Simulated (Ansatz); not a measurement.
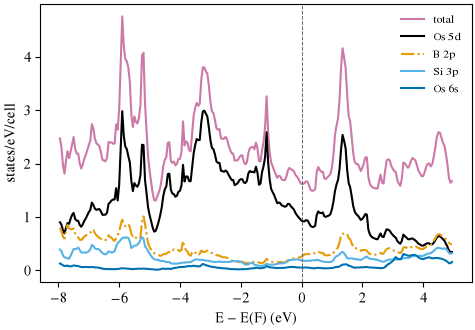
Figure: Total and projected density of states of SiB2Os2 in space group Cmmm (No. 65; Si on 2a, Os on 4j, B on 4i), r²SCAN in the plane-wave PAW code Ansatz

Q: Which orbitals carry the states next to the Fermi level?

A: Within 0.5 eV of the Fermi level: Os 5d 59 %, B 2p 15 %, Si 3p 11 %, Si 3s 5 %. Projections are on Löwdin-orthogonalised atomic valence shells; empty p or d shells of many metals are not among them.

Q: Where is the tallest occupied peak in this window, and what makes it?

A: Near -5.9 eV, about 4.8 states/eV per cell; the largest projected share is Os 5d.

The start of the workflow was typed in or built on a structure type; neither database checked (COD, Materials Project) lists it. Whether it is the stable phase at ambient conditions was not checked. Symmetry was held in the r²SCAN relaxation; whether a distortion lowers the energy is not shown. No spin polarisation was allowed. Its formation energy is positive at this level, so the cell may be metastable or incomplete. Scalar-relativistic: spin–orbit coupling is off unless named, which matters more the heavier the elements.

Potentials: the later of the program's two PAW sets.
